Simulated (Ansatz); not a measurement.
**BLYP/6-31G(d) (spherical functions) run of C2H9NSi (SMILES CN(C)[SiH3])**

What is the vertical ionisation energy of C2H9NSi at BLYP/6-31G* (spherical functions)? 

Program for the calculation: Ansatz 0.2.0.

71 further runs of the same task are left out: 71 set aside as unsound or not needed.

### 1 The molecule

C2H9NSi has 13 atoms, charge 0, and is taken as a singlet. As SMILES, `CN(C)[SiH3]`. The coordinates come from a PBE0-D4/def2-TZVP relaxation.

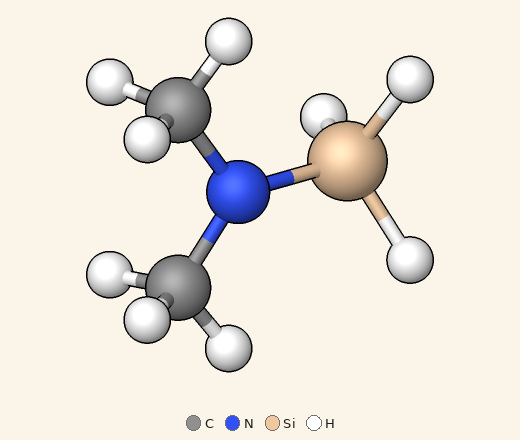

The structure, seen from a chosen angle (carbon grey, nitrogen blue, silicon light orange, hydrogen white).

### 2 The energy at BLYP/6-31G(d) (spherical functions)

Contents of job.yaml:

```yaml
crystal:
  periodic: [false, false, false]
  atoms:
    - {symbol: C, position_ang: [-0.853400, 1.051500, -0.567400]}
    - {symbol: N, position_ang: [-0.064300, 0.101400, 0.176900]}
    - {symbol: C, position_ang: [1.257300, 0.576800, 0.503700]}
    - {symbol: Si, position_ang: [-0.404400, -1.580400, 0.101900]}
    - {symbol: H, position_ang: [-0.416100, 1.292500, -1.548500]}
    - {symbol: H, position_ang: [-0.947500, 1.991500, -0.009400]}
    - {symbol: H, position_ang: [-1.860700, 0.663700, -0.735400]}
    - {symbol: H, position_ang: [1.197400, 1.509100, 1.079000]}
    - {symbol: H, position_ang: [1.870100, 0.778300, -0.388400]}
    - {symbol: H, position_ang: [1.787100, -0.156700, 1.115700]}
    - {symbol: H, position_ang: [0.068700, -2.275300, -1.137100]}
    - {symbol: H, position_ang: [-1.879700, -1.752300, 0.167000]}
    - {symbol: H, position_ang: [0.265600, -2.234700, 1.256700]}
basis:
  gaussian:
    orbitals: 6-31G_st_-spherical.json
hamiltonian:
  xc: {name: BLYP}
accuracy: high
output:
  orbitals: {seedname: orbitals}
```

The basis set 6-31G* is read from a file made from the Basis Set Exchange's data (not shown).

Command:

```bash
ansatz run job.yaml --threads 1 --pin off --max-ram 2610MiB --events-out events.jsonl --progress --plain --runs-dir runs
```

What it wrote:

```text
Warning: RAYON_NUM_THREADS=1 ignored (pool sized by the plan → 1); use --threads N
Functional definition: BLYP
  name "BLYP"
  parameter beta = 0.0042
  parameter a = 0.04918
  parameter b = 0.132
  parameter c = 0.2533
  parameter d = 0.349
  exchange = b88_x(beta = beta)
  correlation = lyp_c(a = a, b = b, c = c, d = d)
1974 factors; integrals over basis functions are off by at most 4.0e-9 eV
mean field evaluation 1: about -11575.1967 eV, gradient 6.5e1 eV
mean field evaluation 2: about -11540.5365 eV, gradient 1.3e2 eV
mean field evaluation 4: about -11585.0982 eV, gradient 9.5e0 eV
mean field evaluation 8: about -11585.2703 eV, gradient 3.6e-1 eV
mean field evaluation 16: about -11585.2707 eV, gradient 1.0e-5 eV
mean field -11585.27070110 eV, -425.7508454871 hartree, gradient 3.1e-8 eV, S^2 0.000000; 0 other end points of the search recorded, 0 dependent functions left out
reference -11585.27075990 eV, -425.7508476479 hartree; 21, 21 occupied and 57, 57 virtual orbitals, 1974 factors
Total energy: -11585.27075990 eV, -425.7508476479 hartree
```

Run time: 7.5 s. Hardware: 1 thread of Arm Neoverse V1, shared host; peak memory 0.2 GiB.

### 3 The doublet cation

Contents of job.yaml:

```yaml
crystal:
  periodic: [false, false, false]
  atoms:
    - symbol: C
      position_ang: [-0.853400, 1.051500, -0.567400]
    - symbol: "N"
      position_ang: [-0.064300, 0.101400, 0.176900]
    - symbol: C
      position_ang: [1.257300, 0.576800, 0.503700]
    - symbol: Si
      position_ang: [-0.404400, -1.580400, 0.101900]
    - symbol: H
      position_ang: [-0.416100, 1.292500, -1.548500]
    - symbol: H
      position_ang: [-0.947500, 1.991500, -0.009400]
    - symbol: H
      position_ang: [-1.860700, 0.663700, -0.735400]
    - symbol: H
      position_ang: [1.197400, 1.509100, 1.079000]
    - symbol: H
      position_ang: [1.870100, 0.778300, -0.388400]
    - symbol: H
      position_ang: [1.787100, -0.156700, 1.115700]
    - symbol: H
      position_ang: [0.068700, -2.275300, -1.137100]
    - symbol: H
      position_ang: [-1.879700, -1.752300, 0.167000]
    - symbol: H
      position_ang: [0.265600, -2.234700, 1.256700]
basis:
  gaussian: {orbitals: 6-31G_st_-spherical.json}
total_charge: 1
magnetization: {spin_polarized: true, initial_magnetization: 1}
hamiltonian: {xc: {name: BLYP}}
accuracy: high
output: {orbitals: {seedname: orbitals}}
```

The basis set 6-31G* is read from a file made from the Basis Set Exchange's data (not shown).

Command:

```bash
ansatz run job.yaml --threads 1 --pin off --max-ram 2610MiB --events-out events.jsonl --progress --plain --runs-dir runs
```

What it wrote:

```text
Warning: RAYON_NUM_THREADS=1 ignored (pool sized by the plan → 1); use --threads N
[... 9 set-up lines as earlier in the session ...]
1974 factors; integrals over basis functions are off by at most 4.0e-9 eV
mean field evaluation 1: about -11553.5254 eV, gradient 6.6e1 eV
mean field evaluation 2: about -11373.5432 eV, gradient 1.7e2 eV
mean field evaluation 4: about -11574.8503 eV, gradient 2.2e1 eV
mean field evaluation 8: about -11577.3299 eV, gradient 1.5e-1 eV
mean field evaluation 16: about -11577.3160 eV, gradient 1.1e-4 eV
mean field -11577.31595920 eV, -425.4585141138 hartree, gradient 5.6e-8 eV, S^2 0.753176; 0 other end points of the search recorded, 0 dependent functions left out
reference -11577.31601319 eV, -425.4585160981 hartree; 21, 20 occupied and 57, 58 virtual orbitals, 1974 factors
Total energy: -11577.31601319 eV, -425.4585160981 hartree
```

It took 12 s on 1 thread of Arm Neoverse V1, shared host; peak memory 0.27 GiB.

### 4 Outcome

Level: BLYP/6-31G* (spherical functions).

| quantity | value |
| --- | --- |
| singlet C2H9NSi: total energy | -425.75085 Eh |
| singlet C2H9NSi: HOMO energy | -4.66 eV |
| singlet C2H9NSi: LUMO energy | 0.42 eV |
| singlet C2H9NSi: HOMO–LUMO gap | 5.07 eV |
| doublet cation: total energy | -425.45852 Eh |
| doublet cation: HOMO energy (highest over α and β) | -12.50 eV |
| doublet cation: LUMO energy (lowest over α and β) | -11.18 eV |
| doublet cation: ⟨S²⟩ | 0.753 |
| vertical ionisation energy (to the doublet cation) | 7.955 eV |

What this shows: Removing an electron at fixed nuclei costs 7.95 eV (183 kcal/mol). −ε(HOMO) before ionisation, 4.66 eV, is 3.30 eV below this ionisation energy.
